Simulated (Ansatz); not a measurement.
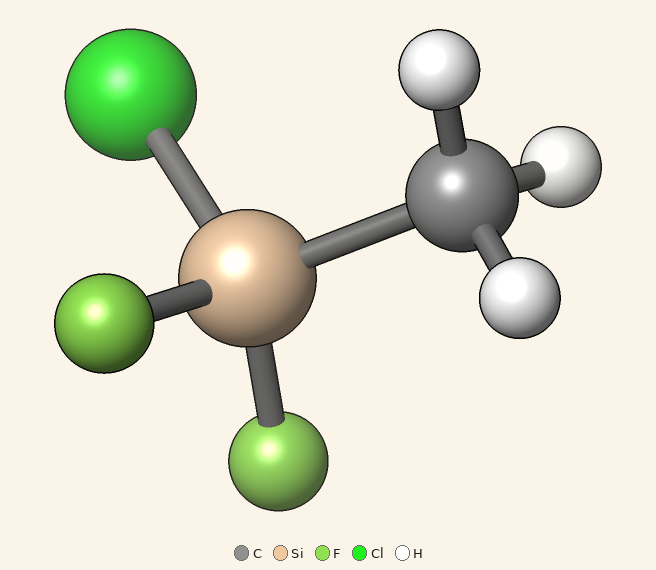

A ball-and-stick model of a molecule.

Question: Give the formula.

Answer: CH₃ClF₂Si, 8 atoms: 1 carbon, 3 hydrogen, 1 chlorine, 2 fluorine and 1 silicon.

Question: Which point group does it belong to?

Answer: Cs.

More results for the same structure follow; atom numbers are the same in all pictures, views and colours differ. The geometry was computed by an optimisation with PBE0-D4/def2-TZVP.

### Shape

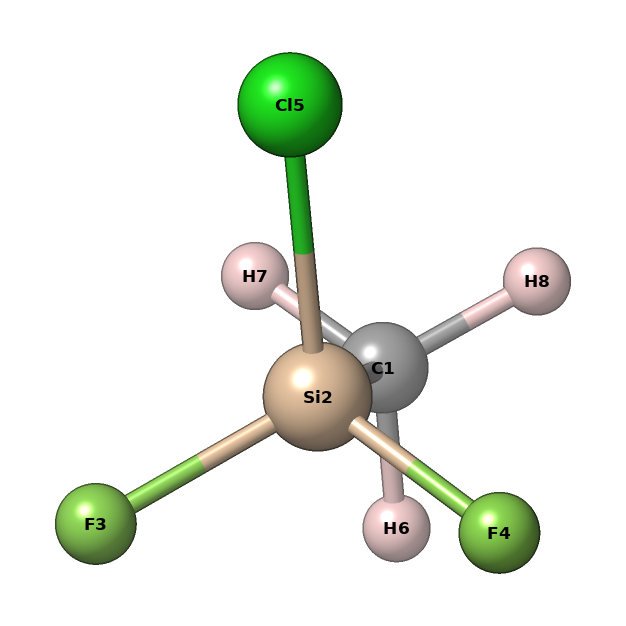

C1 lies behind Si2. The molecule seen a little off the Si2–C1 bond, Si2 in front. Distant atoms are faded towards the background colour.

Question: What is the torsion angle Cl5–Si2–C1–H6? The sign is positive where the front bond must turn clockwise to cover the back bond.

Answer: 180°, antiperiplanar (anti). The bonds about Si2–C1 are staggered.

### Electronic properties

Method: RKS r2SCANh-D4/def2-TZVPP (Ansatz 0.2.0).

What does the calculation give?

- HOMO energy (Kohn–Sham orbital): −9.09 eV
- LUMO energy (Kohn–Sham orbital): 0.98 eV
- HOMO–LUMO gap: 10.07 eV
- dispersion correction: −4.5 kJ/mol

### Thermal motion

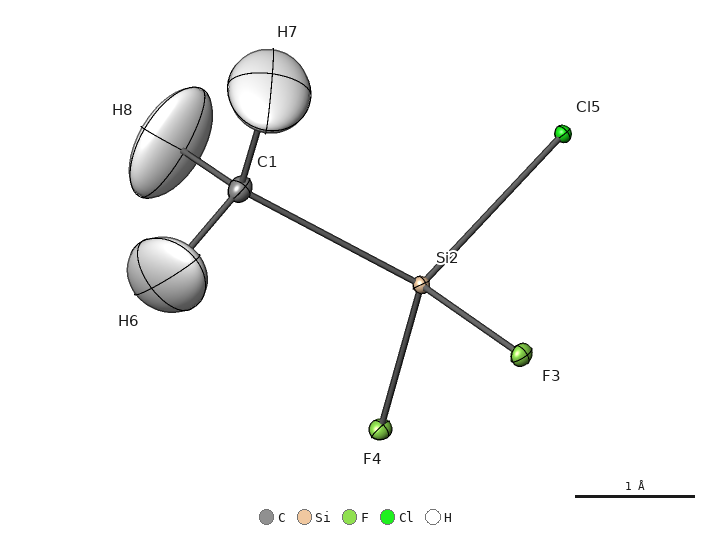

Displacement ellipsoids at the 50 % level, enlarged 1.5 times, from the internal vibrations of the free molecule (harmonic, no overall translation or rotation; no half-axis is drawn under 0.075 Å). Vibrations computed with RKS PBE0-D4/def2-TZVP (Ansatz 0.2.0). Temperature: 0 K (zero-point motion alone).

Question: Which atom has the largest mean-square displacement?

Answer: H7, H8, with U_eq = 0.0267 Å².

Question: Does H7 move more along its bond or across it?

Answer: Across it: the root-mean-square amplitude is 0.083 Å along the bond and up to 0.225 Å across, since bending and torsion are softer than stretching.

List U_eq and the three principal root-mean-square amplitudes for each kind of atom.

```tsv
atom	U_eq (Å²)	rms amplitudes (Å)
C1	0.0022	0.042, 0.043, 0.055
Si2	0.00083	0.028, 0.029, 0.030
F3, F4	0.0016	0.034, 0.039, 0.047
Cl5	0.00063	0.022, 0.024, 0.029
H6	0.0264	0.087, 0.152, 0.221
H7, H8	0.0267	0.082, 0.152, 0.225
```

### Charges

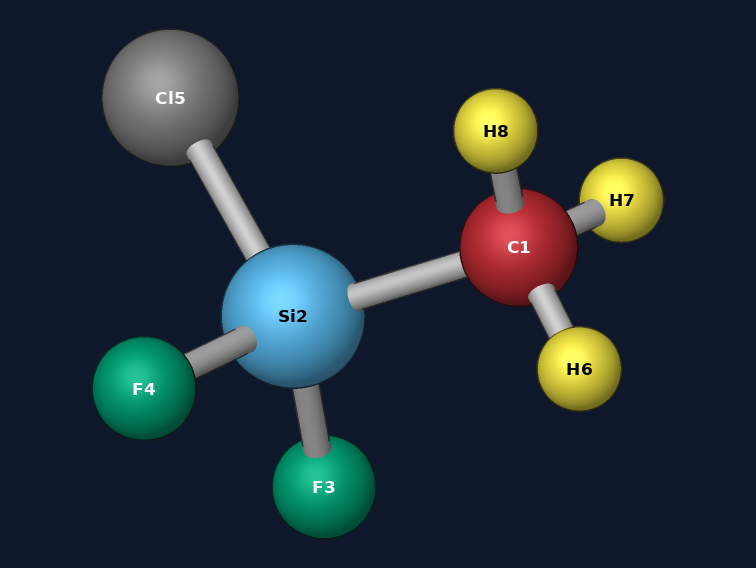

The questions are on Mulliken charges. Method: RKS PBE0-D4/def2-TZVP (Ansatz 0.2.0).

Question: Which atom carries the highest charge (most positive or least negative)?

Answer: Si2 (0.83 e).

Question: And the lowest?

Answer: C1 (−0.51 e).

List the Mulliken charges.

| atom | value (e) |
| --- | --- |
| C1 | −0.51 |
| Si2 | 0.83 |
| F3 | −0.29 |
| F4 | −0.29 |
| Cl5 | −0.22 |
| H6 | 0.16 |
| H7 | 0.16 |
| H8 | 0.16 |

### Vibrations

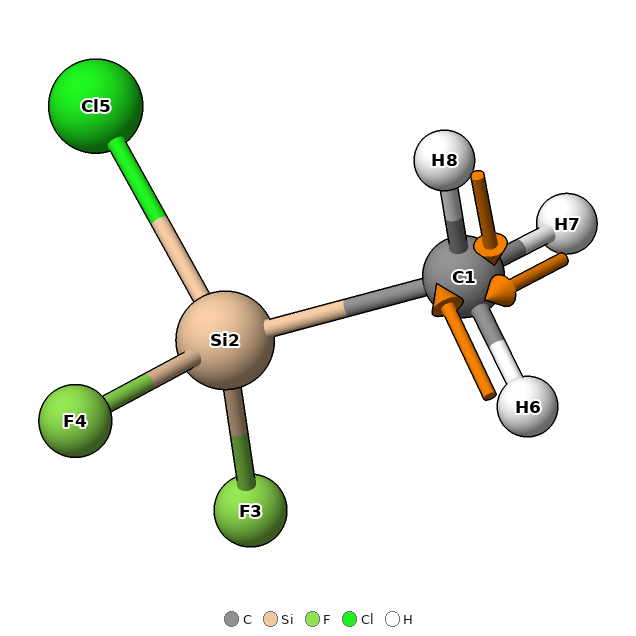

The arrows show one normal mode. Harmonic vibrations computed with RKS PBE0-D4/def2-TZVP (Ansatz 0.2.0) at a stationary point of the same level.

Question: Describe the motion.

Answer: Mostly in-phase stretching of 3 C–H bonds.

Question: At what wavenumber does it lie?

Answer: 3063 cm⁻¹; it is mode 16 of 18 counted from the lowest.

Mulliken values depend strongly on the basis set and can even reverse the polarity of a bond.
